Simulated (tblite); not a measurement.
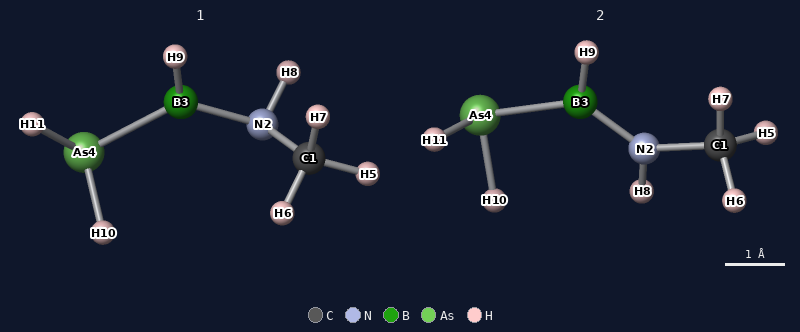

Two geometries of CH$_{7}$AsBN, drawn at one scale. One is the start of a relaxation, the other its converged end. A ball-and-stick model, seen face on.

Level of theory: GFN2-xTB geometry optimisation, gas phase (tblite). 

Which one is relaxed?

Structure 2 is the relaxed one. The energy falls by 132.5 kJ/mol in 105 geometry steps. The atom that moves furthest after the best rigid fit is H8 (2.19 Å). By element the largest moves are H 2.19 Å, N 0.74 Å, As 0.64 Å, C 0.31 Å, B 0.22 Å. Near-neighbour distances that change, for instance: N2–B3 1.548 → 1.377 Å, As4–H11 1.572 → 1.504 Å, As4–H10 1.561 → 1.512 Å, N2–H8 1.038 → 1.013 Å. Bond angles that change, for instance: C1–N2–B3 109.4° → 127.9°, B3–N2–H8 106.0° → 120.5°, H10–As4–H11 93.1° → 89.5°. Groups turn about B3–As4 by about 50°. The run took 0.98 s on 1 thread of Intel(R) Xeon(R) Processor @ 2.50GHz, on a shared host.
